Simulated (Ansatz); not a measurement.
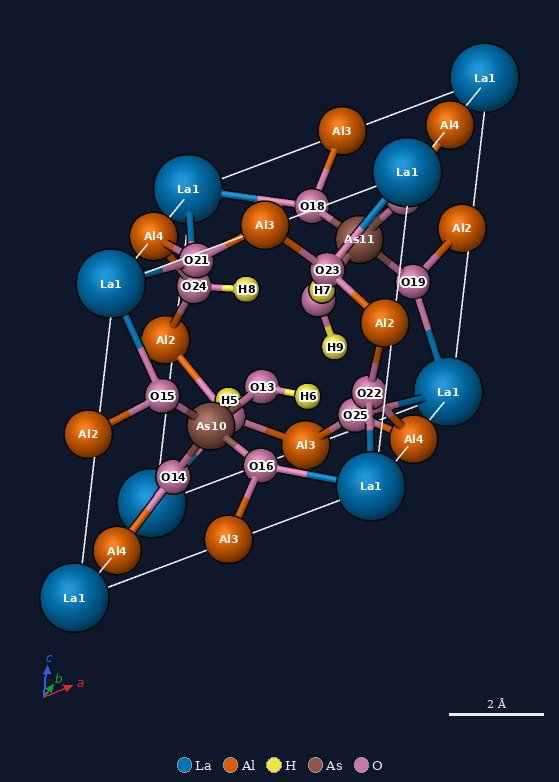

**Figure 1.** The structure as given in the input (ball-and-stick view of the cell of the calculation, seen slightly off an axis; atoms are numbered from 1 in the order of the input).

Run report: LaAl3As2H5O14, molecular dynamics

The run: molecular dynamics of LaAl3As2H5O14 (defect cell, 25 atoms in the cell). Method and program: DFT LDA, scalar-relativistic, plane waves, PAW (Ansatz 0.2.0).

The structure derives from an entry of the Crystallography Open Database. One setting was made poor on purpose. It belongs to a series of runs on one base structure; here: an input spoilt on purpose.

Input
```yaml
crystal:
  lattice:
    - [3.5408227312, 2.0442953985, 5.5442142133]
    - [-3.5408227312, 2.0442953985, 5.5442142133]
    - [0.0, -4.0885898, 5.5442142133]
  atoms:
    - { symbol: La, position: [-0.01658454, 0.01335431, 0.00449864] }
    - { symbol: Al, position: [-0.03486116, 0.01613536, 0.53050131] }
    - { symbol: Al, position: [0.50689186, -0.00287906, 0.00955546] }
    - { symbol: Al, position: [0.00037247, 0.50349755, 0.00125453] }
    - { symbol: H, position: [0.27457642, 0.74700432, 0.30926206] }
    - { symbol: H, position: [0.64781862, 0.33734229, 0.31288055] }
    - { symbol: H, position: [0.65331141, 0.3461131, 0.64669982] }
    - { symbol: H, position: [0.30113933, 0.7090804, 0.66472187] }
    - { symbol: H, position: [0.6437101, 0.67576685, 0.37029097] }
    - { symbol: As, position: [0.32949347, 0.29018962, 0.34525347] }
    - { symbol: As, position: [0.68222049, 0.69582229, 0.69208813] }
    - { symbol: O, position: [0.58813874, 0.58389163, 0.56823067] }
    - { symbol: O, position: [0.46147122, 0.42827914, 0.38179209] }
    - { symbol: O, position: [0.16261775, 0.52618795, 0.17167867] }
    - { symbol: O, position: [0.18551576, 0.1202991, 0.5428884] }
    - { symbol: O, position: [0.55830508, 0.13402026, 0.18478592] }
    - { symbol: O, position: [0.87900897, 0.44852953, 0.82931329] }
    - { symbol: O, position: [0.45519022, 0.89464321, 0.81865557] }
    - { symbol: O, position: [0.85107653, 0.85584985, 0.44965027] }
    - { symbol: O, position: [0.24538077, 0.89497112, 0.22369291] }
    - { symbol: O, position: [0.22338838, 0.23723975, 0.92583435] }
    - { symbol: O, position: [0.87381693, 0.29060677, 0.2585489] }
    - { symbol: O, position: [0.70455501, 0.17155552, 0.74466945] }
    - { symbol: O, position: [0.10917617, 0.73710288, 0.73372278] }
    - { symbol: O, position: [0.72622, 0.75444764, 0.1003411] }
basis:
  ecutwfc: 420.0
kpoints:
  mp_grid: { grid: [2, 2, 2] }
hamiltonian:
  xc: lda
scf:
  occupations: { method: fermi_dirac, width: 0.05 }
  lower_state_search: "off"
  max_iter: 58
md:
  timestep: 0.5
  n_steps: 25
  ensemble: nvt_langevin
  temperature: 1950.0
  initial_velocities: maxwell_boltzmann
  seed: 562008
  friction: 0.02
  temperature_schedule: [{ n_steps: 500, end_temperature: 100.0 }]
```

Run on 1 thread of Arm Neoverse V2, 24 GiB of memory available, shared host.

Launched with:
```bash
ansatz run input.yaml --threads 1 --pin off --max-ram 3072MiB --backend cpu --events-out ev --progress --plain --runs-dir out
```

What the program printed
```
Error: invalid value for `md.temperature_schedule`: takes 500 steps (the sum of its n_steps), more than the run's md.n_steps: 25 — raise that, or shorten the schedule
```

Outcome

| quantity | value |
| --- | --- |
| outcome | refused by the program |

The program refused the input: “invalid value for `md.temperature_schedule`: takes 500 steps (the sum of its n_steps), more than the run's md.n_steps: 25 — raise that, or shorten the schedule” A deliberately poor setting: bad input.
